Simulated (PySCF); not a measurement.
## A study: F6Te, SMILES `F[Te](F)(F)(F)(F)F`

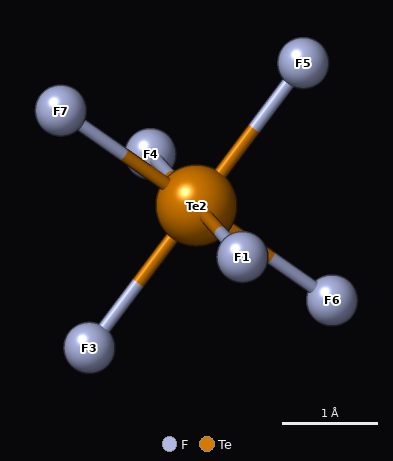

The molecule, with its atoms numbered as below. No frequency check shows the geometry to be a minimum.

Geometry (Å), atoms numbered from 1:

```
F1       1.4008    0.0943    1.2519
Te2      0.0002   -0.0001   -0.0001
F3      -0.7317   -1.4642    0.9266
F4      -1.4003   -0.0945   -1.2521
F5       0.7295    1.4655   -0.9264
F6       1.0225   -1.1765   -1.0532
F7      -1.0219    1.1761    1.0533
```

## 1. Bonding charge

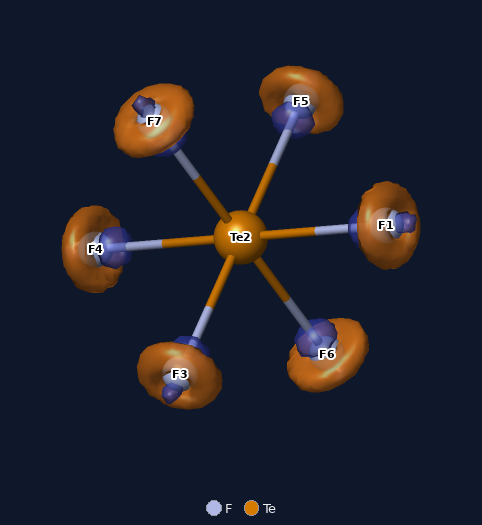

Deformation density (molecule less spherical, spin-averaged free atoms at the same positions), surfaces at ±0.3 e/Å³; orange: gain, blue: loss.

PySCF calculation, B3LYP/def2-SVPD, gas phase; geometry: GFN2-xTB. Core potentials replace the inner electrons of Te; spin–orbit coupling isn't included.

Describe the bonding that the map shows.

Answer. Te2–F3, Te2–F4, Te2–F7, F1–Te2 and 2 more like them: −0.06 e/Å³ at the bond critical point (bond length 1.88 Å); up to 0.6 Å beside the axis the gain reaches +0.09 e/Å³. In all, 1.9 electrons gather in the regions of gain relative to the promolecule. A small or negative value marks a very polar bond, one between electron-rich atoms, whose free-atom densities already overlap strongly, a long bond to a heavier atom, or a closed-shell contact such as a hydrogen bond.

## 2. Bond critical points

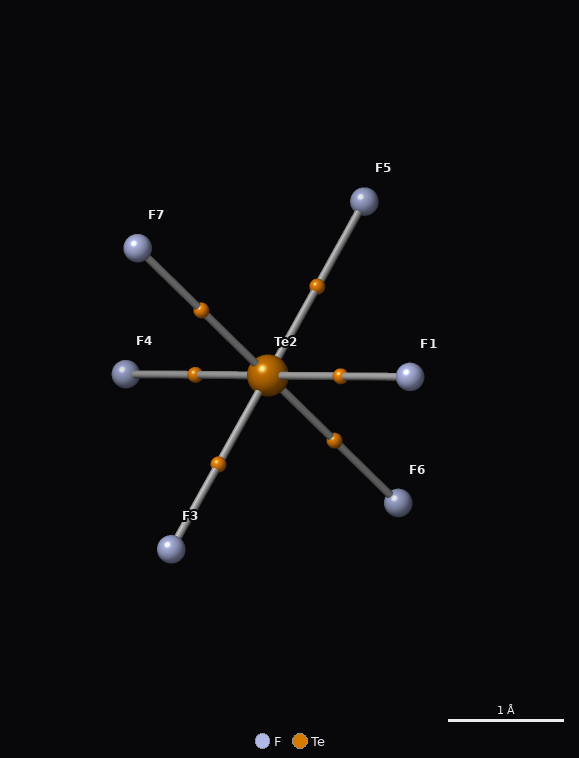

Molecular graph of the electron density (QTAIM): bond paths, bond critical points (orange), ring points (yellow, if any); weak paths are dashed.

How many critical points of each kind are there, and does the count close?

Answer. 7 nuclei, 6 bond, 0 ring and 0 cage critical points: 7 − 6 + 0 − 0 = 1, as the Poincaré–Hopf relation requires.

Give the properties at the bond critical points.

Answer.
```
            bond  length (Å)  ρ (a.u.)  ∇²ρ (a.u.)     ε  H (a.u.)
Te2–F3 (6 alike)       1.881     0.131       +0.63  0.00    −0.027
```

What kind of interaction is Te2–F3?

Answer. Polar or intermediate (positive Laplacian, negative energy density H): ρ = 0.131, ∇²ρ = +0.63, H = −0.027 a.u.

## 3. Electrostatic potential

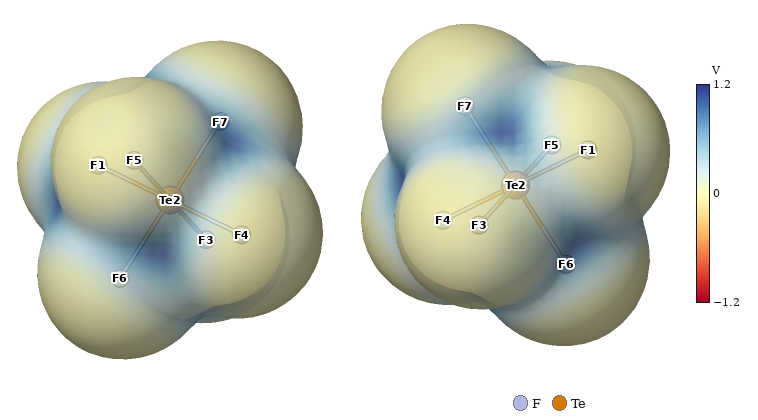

Electrostatic potential on the surface of electron density 0.001 a.u. (back view left, front view right).

Where are the extremes of the potential on the surface?

Answer. Highest: 1.14 V, near F4 (1.92 Å), F5 (1.97 Å) and F6 (1.98 Å), over Te2 (2.3 Å). Lowest: −0.05 V, 1.6 Å from F7, and at like points elsewhere. The surface is sampled at points, so like sites can differ by a few per cent and only the strongest of them is named.

## 4. In an electric field

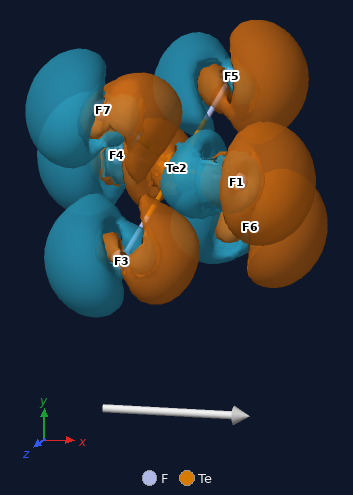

Change of the electron density in a uniform field of 0.21 V/Å along +x (arrow), surfaces at ±0.0008 e/Å³ (light blue: gain, orange: loss).

Method: B3LYP/def2-SVPD; geometry: GFN2-xTB; program: PySCF. Core potentials replace the inner electrons of Te; spin–orbit coupling isn't included.

How large is the response?

Answer. The induced dipole is 0.44 D (along the field); α along this axis, from the fields in both directions, is 43 bohr³ (6.4 Å³).

Which atoms gain and lose the most charge?

Answer. Electrons gather most on F4 (Hirshfeld charge changes by −0.009 e) and leave F1 most (+0.009 e); 0.044 electrons are displaced in all.

The PySCF runs shown took 8 s and 18 s on 1 thread of AMD EPYC 9R45 96-Core Processor (Zen 5), with other jobs on the host.
